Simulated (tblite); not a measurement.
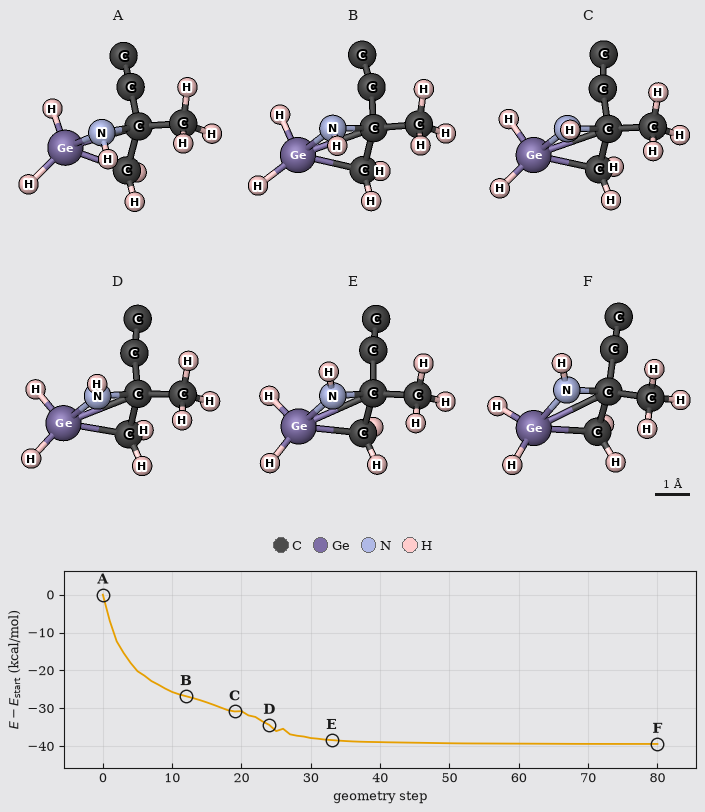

Frames of a relaxation of C5H8GeN (multiplicity 2), marked on the history of the run. The picture is a ball-and-stick view, seen at a tilt.

The calculation used tblite, GFN2-xTB geometry optimisation, gas phase. 

Describe the path.

Over 80 geometry steps the energy falls by 39.4 kcal/mol. An H atom moves most after the best rigid fit: 1.91 Å. By element the largest moves are H 1.91 Å, C 0.76 Å, Ge 0.45 Å, N 0.37 Å. Some distances before and after: C–Ge 2.299 → 2.465 Å, C–C 1.498 → 1.545 Å, C–Ge 1.941 → 1.983 Å, H–N 1.047 → 1.008 Å. Bond angles that change, for instance: C–C–Ge 86.3° → 113.8°, Ge–N–H 114.9° → 139.4°, C–C–Ge 160.5° → 137.9°. From step 0 to 12: an H atom moves most (0.44 Å), energy −26.8 kcal/mol. From step 12 to 19: an H atom moves most (0.48 Å), energy −4.02 kcal/mol. From step 19 to 24: an H atom moves most (0.36 Å), energy −3.54 kcal/mol. From step 24 to 33: an H atom moves most (0.44 Å), energy −4.01 kcal/mol. From step 33 to 80: H atoms move most (0.36 Å), energy −1.02 kcal/mol.
